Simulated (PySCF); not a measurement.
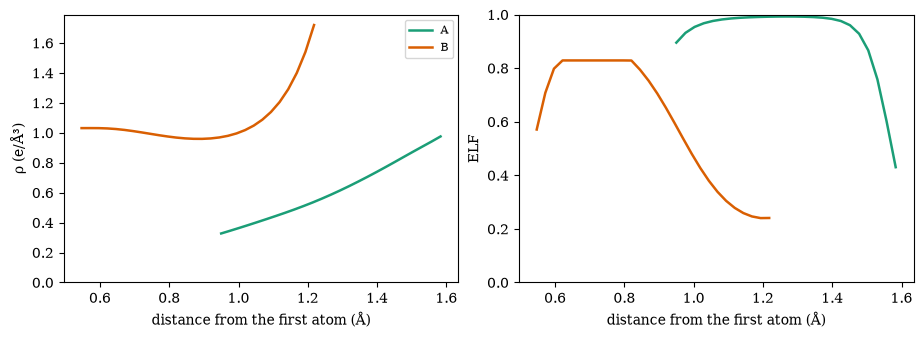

*BLiTe. Electron density and ELF along straight lines between neighbouring atoms. The curves leave out the atomic cores.*

Geometry: B3LYP-D3(BJ)/def2-SVP; core potentials replace the inner electrons of Te.

Level of theory: Gaussian-basis quantum chemistry of an isolated molecule with PySCF, energy and nuclear gradient, functional PBE0 (PySCF).

```
atom   x (Å)   y (Å)    z (Å)
   B  0.0000  0.0000  -0.0408
  Li  0.0000  0.0000   2.0701
  Te  0.0000  0.0000  -2.0294
```

> Which curve belongs to which contact (B–Te and Li–B)? The first atom named is at distance zero.

Curve A: Li–B (2.11 Å): ρ at the midpoint is about 0.4 e/Å³; the ELF peaks at about 1 in the valence shell of B, 0.8 Å from its nucleus, and is about 1 at the midpoint. Curve B: B–Te (1.99 Å): ρ at the midpoint is about 1 e/Å³; the ELF peaks at about 0.85 between the atoms: localised, covalent bonding.
